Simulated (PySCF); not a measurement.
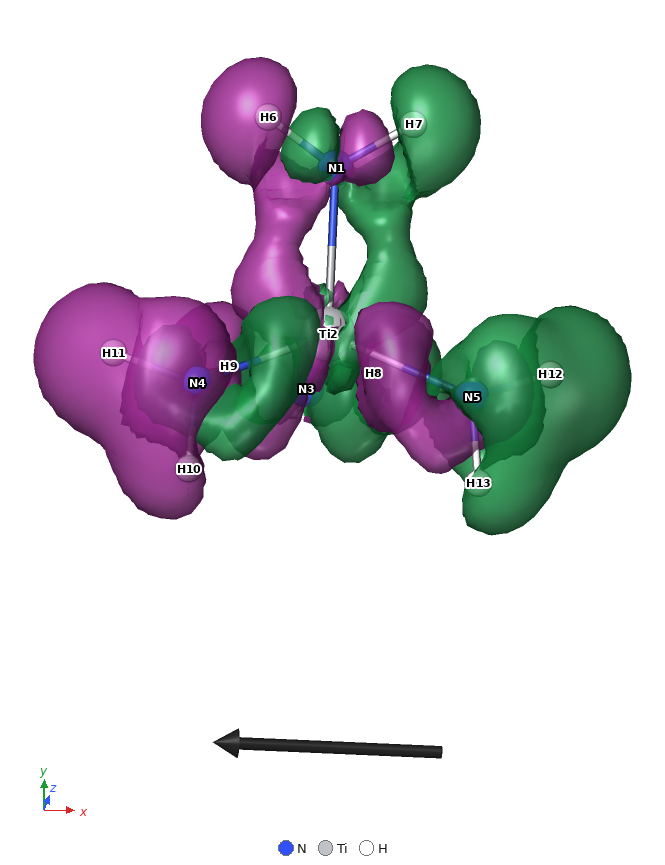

H8N4Ti, SMILES `N[Ti](N)(N)N`. Change of the electron density in a uniform field of 0.21 V/Å along −x (arrow), surfaces at ±0.0015 e/Å³ (green: gain, purple: loss).

Computed with PySCF, PBE/def2-TZVP, geometry: GFN2-xTB. This is a single-reference result, which may miss multireference character in this system. No frequency check shows the geometry to be a minimum. A basis without diffuse functions makes polarisabilities too small. GFN2-xTB bond lengths at metals and heavier atoms can be off by up to 0.1 Å and shapes distorted, which carries into these values.

The field was applied in both directions; the picture shows the one opposite to the script's first.

Question: What dipole is induced, and what polarisability does it imply?

Answer: The induced dipole is 0.78 D (along the field); α along this axis, from the fields in both directions, is 76 bohr³ (11.3 Å³).

Cost of the run: 2.4 min on 1 thread of Arm Neoverse V2 (shared host), peak memory 0.75 GiB.
